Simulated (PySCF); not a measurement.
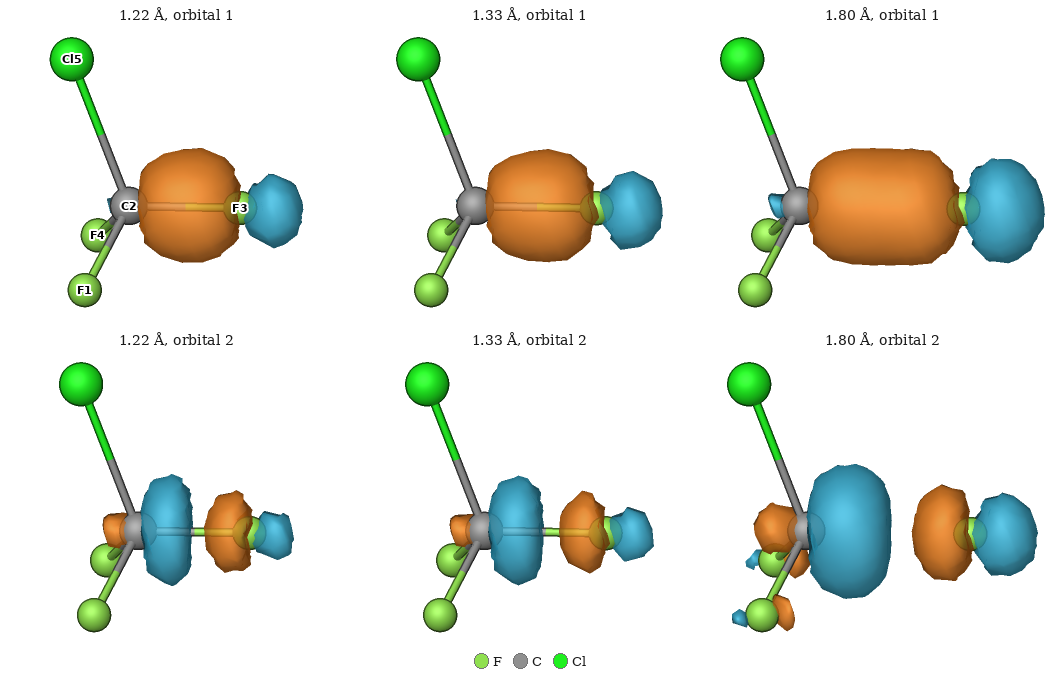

Figure. CClF₃, SMILES `FC(F)(F)Cl`. Rigid stretch of the C2–F3 bond. The two CASSCF(2,2) natural orbitals nearest half filling (orbital 1 the more occupied).

Level of theory: def2-SVPD basis (PySCF), at a geometry from GFN2-xTB. No frequency check shows the geometry to be a minimum. GFN2-xTB bond lengths at metals and heavier atoms can be off by up to 0.1 Å and shapes distorted, which carries into these values.

### How do the occupations change along the stretch?

1.22 Å: 1.99 and 0.01; 1.33 Å: 1.98 and 0.02; 1.80 Å: 1.89 and 0.11. At the longest distance computed (3.72 Å) they are 1.01 and 0.99, and the effective number of unpaired electrons is 2.0.

### Where does the UHF solution part from RHF?

Between 1.60 Å (⟨S²⟩ = 0, the two coincide) and 1.80 Å (⟨S²⟩ = 0.13); at 3.72 Å ⟨S²⟩ is 1.01 and UHF lies 5.6 eV below RHF.

### How much energy does the stretch cost?

By CASSCF, 4.5 eV from the lowest point of the scan (1.33 Å) to 3.72 Å; RHF gives 9.3 eV from its own lowest point. The fragments aren't relaxed and dynamic correlation is missing, so this isn't a bond dissociation energy.
